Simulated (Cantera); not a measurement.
Charge: 1 mol AlCl₃, a varied amount of H₂O, 990 mol N₂, held at 2075 K and 1.33 mbar.

These are equilibrium values from Cantera (NASA tables, ideal gas, pure condensed phases), not measurements of a reactor. Candidate condensed phases: Al, AlCl₃, AlN, Al₂O₃, H₂O, NH₄Cl; 45 gas species. The numbers say what is thermodynamically allowed, not how fast it happens.

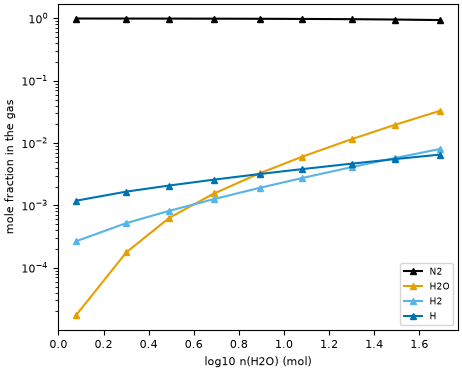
Figure: Equilibrium gas composition (values under 1e-9 drawn at 1e-9)

Question: Read off the mole fractions at 20 mol H₂O.

Answer: N₂ about 0.97, H₂O about 0.012, H about 0.0047, H₂ about 0.0041.
